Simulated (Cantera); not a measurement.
A closed system holds: 1 mol CH3Cl, 0.012 mol Si, 0.48 mol HCl, at 0.133 bar.

Method: chemical equilibrium by Gibbs-energy minimisation in Cantera with the NASA 1993 tables (ideal gas, pure condensed phases). Candidate condensed phases: C, C6H6, C7H8, C8H18, Si, SiC; 109 gas species. The tables' values for SiCl3 are old estimates; treat these amounts as uncertain. Rates play no part.

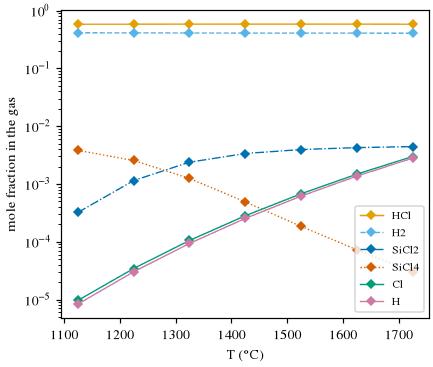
Figure. Equilibrium gas composition (values under 1e-9 drawn at 1e-9)

Question: Read off the mole fractions at 1625 °C.

Answer: HCl about 0.58, H2 about 0.41, SiCl2 about 0.0043, Cl about 0.0015, H about 0.0014, SiCl4 about 7.3e-5.
